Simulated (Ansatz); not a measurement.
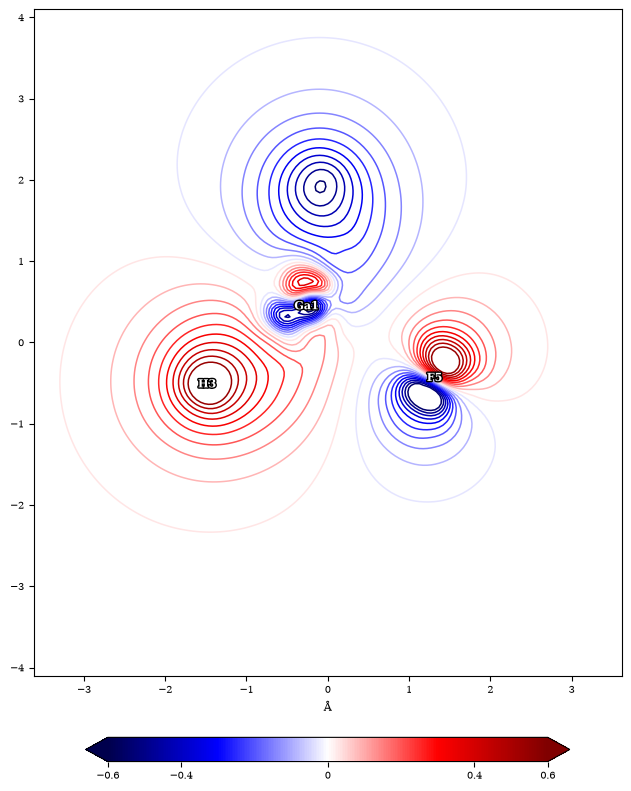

Figure. FGaH2···HCl. The HOMO on the plane of atoms H3, Ga1 and F5 (values in Å⁻³ᐟ²; the overall sign is arbitrary).

The calculation used RKS B3LYP/def2-TZVP in Ansatz 0.2.0.

| atom | x (Å) | y (Å) | z (Å) |
| --- | --- | --- | --- |
| Ga | 0.0187 | -0.3462 | -0.3004 |
| Cl | 0.0190 | -0.0059 | 2.5099 |
| H | 1.4374 | 0.1868 | -0.6480 |
| H | -1.4207 | 0.1356 | -0.6371 |
| F | 0.0514 | -2.0287 | 0.3665 |
| H | 0.0403 | -1.2531 | 2.1287 |

Question: Where does this orbital lie, and at what energy?

Answer: By Hirshfeld shares it lies mainly on Ga1 (about 30 %), H3 (about 25 %), H4 (about 25 %) and F5 (about 10 %). Its energy is −8.70 eV.
